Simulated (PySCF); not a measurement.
## Run report: C5H9FN2Si, NMR shielding calculation

The run: NMR shielding calculation of C5H9FN2Si. Method and program: GIAO PBE0/pcSseg-1 NMR shielding, non-relativistic, gas phase (PySCF 2.14.0).

The geometry comes from this level: GFN2-xTB. It belongs to a series of runs on one base structure; here: H on C replaced by CH2CN. Figures and captions count atoms from 1; the log counts them from 0 in places.

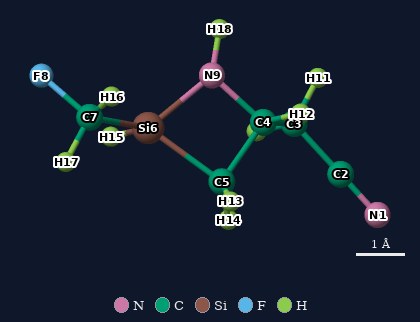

Figure 1. The input geometry (ball-and-stick view, seen at a tilt; atoms are numbered from 1 in the order of the input).

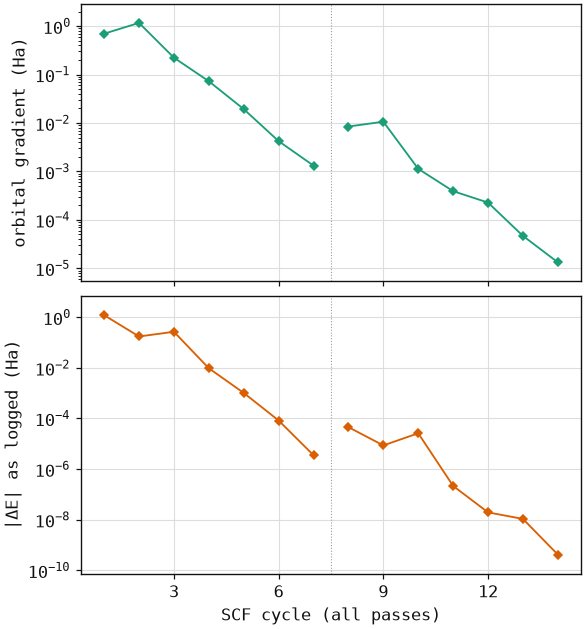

Figure 2. Convergence of the self-consistent field: orbital gradient and size of the energy change against the SCF cycle. The dotted line marks the change from a coarse to the final integration grid. The first 7 cycles use a coarse grid, the final grid takes over at cycle 8, and the field converges after 14 cycles in all.

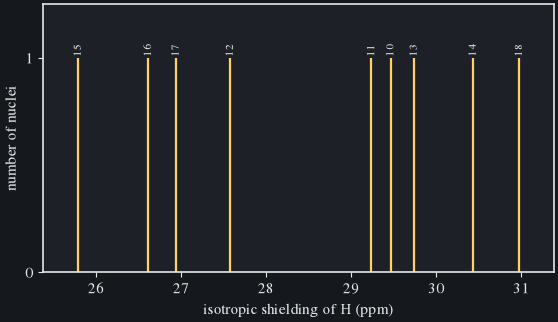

Figure 3. Isotropic shieldings of the hydrogen nuclei in this fixed geometry, labelled by atom number; shielding grows to the right, so chemical shift grows to the left. The least shielded is H15 (25.8 ppm), the most shielded H18 (31.0 ppm).

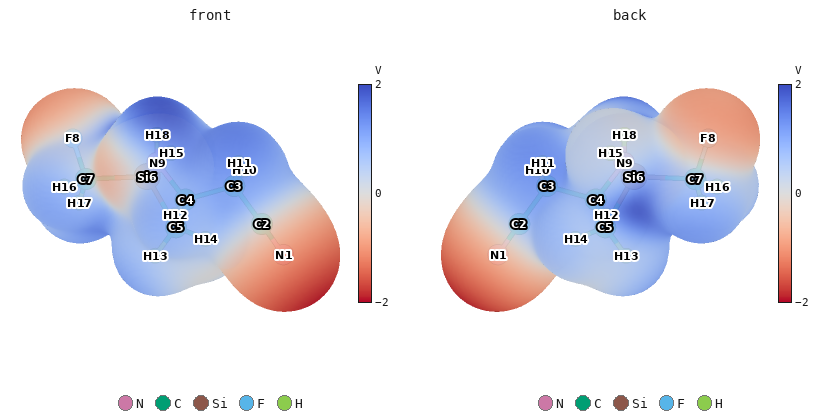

Figure 4. The molecular electrostatic potential painted on the density surface at 0.002 e/bohr³, seen at a tilt and from behind; the colour scale runs from red (negative) to blue (positive).

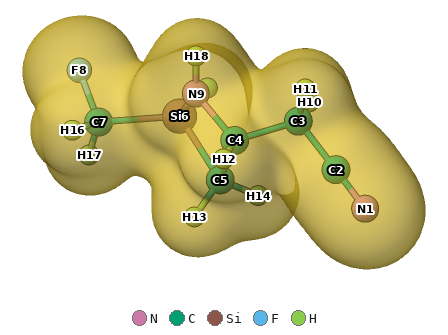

Figure 5. Isosurface of the electron density at 0.05 e/Å³ (yellow), seen at a tilt. At this value the surface is in one piece. On the grid the lowest density along these lines, outside the cores, is 3.3 e/Å³ (C–N, 1.14 Å), 1.6 e/Å³ (C–F, 1.38 Å), 1.8 e/Å³ (C–C, 1.44 Å) and 0.9 e/Å³ (Si–N, 1.72 Å).

The input that produced these results follows, with the program's output.

### Input
```
{"job": {"kind": "nmr", "xc": "PBE0", "basis": "pcSseg-1"}, "charge": 0, "multiplicity": 1}
N     -3.754113     1.612841    -0.613947
C     -3.042261     0.869657    -0.116150
C     -2.126393    -0.048946     0.505101
C     -0.715100     0.551726     0.580742
C     -0.072588     0.739592    -0.801027
Si     1.061575    -0.741242    -0.391847
C      2.958410    -0.516674    -0.337649
F      3.547326    -1.719987     0.000327
N      0.262352    -0.395210     1.092000
H     -2.089802    -0.971041    -0.081445
H     -2.491564    -0.284200     1.509199
H     -0.744713     1.463793     1.188023
H      0.409593     1.705923    -0.904444
H     -0.771437     0.621179    -1.621573
H      0.769634    -1.996145    -1.096682
H      3.291142     0.209012     0.407467
H      3.375039    -0.240721    -1.308167
H      0.124141    -0.853240     1.978415
```

The first line tells a small driver script what to run in PySCF; the rest is the geometry in Å.

Launched with:
```bash
OMP_NUM_THREADS=1 python <driver script> task.json out
```

### The program's output
```
coarse grid: 15848 points
cycle   1  E = -693.9719657118  dE =  1.205e+00  |g| = 6.973e-01  |ddm| = 3.903e+00
cycle   2  E = -693.7987733377  dE =  1.732e-01  |g| = 1.166e+00  |ddm| = 1.482e+00
cycle   3  E = -694.0643459512  dE = -2.656e-01  |g| = 2.231e-01  |ddm| = 9.822e-01
cycle   4  E = -694.0739494648  dE = -9.604e-03  |g| = 7.275e-02  |ddm| = 1.819e-01
cycle   5  E = -694.0749664713  dE = -1.017e-03  |g| = 1.936e-02  |ddm| = 6.721e-02
cycle   6  E = -694.0750491958  dE = -8.272e-05  |g| = 4.225e-03  |ddm| = 2.005e-02
cycle   7  E = -694.0750527057  dE = -3.510e-06  |g| = 1.319e-03  |ddm| = 4.372e-03
final grid: 149904 points
cycle   8  E = -694.1320598006  dE = -4.513e-05  |g| = 8.456e-03  |ddm| = 3.125e-02
cycle   9  E = -694.1320512284  dE =  8.572e-06  |g| = 1.064e-02  |ddm| = 1.607e-02
cycle  10  E = -694.1320771133  dE = -2.588e-05  |g| = 1.133e-03  |ddm| = 8.946e-03
cycle  11  E = -694.1320773278  dE = -2.144e-07  |g| = 3.916e-04  |ddm| = 1.142e-03
cycle  12  E = -694.1320773471  dE = -1.933e-08  |g| = 2.278e-04  |ddm| = 3.592e-04
cycle  13  E = -694.1320773578  dE = -1.067e-08  |g| = 4.676e-05  |ddm| = 1.667e-04
cycle  14  E = -694.1320773582  dE = -4.143e-10  |g| = 1.331e-05  |ddm| = 4.976e-05
converged SCF energy = -694.1320773582

GIAO shielding tensors (ppm)
atom      isotropic    diamagn.    paramagn.     s11        s22        s33       span
  0 N      -32.587     339.610    -372.197   -200.382   -200.257    302.877    503.259
  1 C       64.732     259.310    -194.578    -50.340    -47.183    291.719    342.059
  2 C      156.387     249.797     -93.410    138.675    152.423    178.064     39.389
  3 C      129.057     247.418    -118.361    114.029    120.665    152.477     38.448
  4 C      167.061     255.651     -88.590    141.765    160.570    198.848     57.082
  5 Si     349.585     879.928    -530.343    319.235    345.682    383.838     64.603
  6 C      102.789     250.520    -147.731     61.977     83.379    163.010    101.033
  7 F      482.196     469.651      12.545    440.196    484.851    521.541     81.344
  8 N      211.580     324.393    -112.813    172.607    218.575    243.558     70.951
  9 H       29.464      29.752      -0.288     26.323     29.452     32.619      6.296
 10 H       29.239      27.607       1.633     24.395     28.789     34.533     10.138
 11 H       27.576      32.129      -4.553     23.590     26.744     32.394      8.804
 12 H       29.739      32.946      -3.207     26.672     27.448     35.097      8.425
 13 H       30.434      33.211      -2.778     26.252     29.483     35.566      9.314
 14 H       25.787      29.086      -3.298     22.133     24.848     30.381      8.248
 15 H       26.612      30.021      -3.409     22.450     26.964     30.422      7.972
 16 H       26.938      28.859      -1.921     22.840     27.461     30.513      7.673
 17 H       30.977      34.007      -3.029     23.097     28.238     41.597     18.500
```

### Summary

| quantity | value |
| --- | --- |
| outcome | converged |
| total energy | −694.132077 hartree |
| HOMO | −7.25 eV |
| LUMO | −0.06 eV |
| dipole moment | 2.51 D |
| isotropic shielding, N | −32.6 to 211.6 ppm |
| isotropic shielding, C | 64.7 to 167.1 ppm |
| isotropic shielding, Si | 349.6 ppm |
| isotropic shielding, F | 482.2 ppm |
| isotropic shielding, H | 25.8 to 31.0 ppm |
| hardware | 1 CPU thread, shared host |
| wall time | 2 min |
| peak memory | 0.92 GiB |
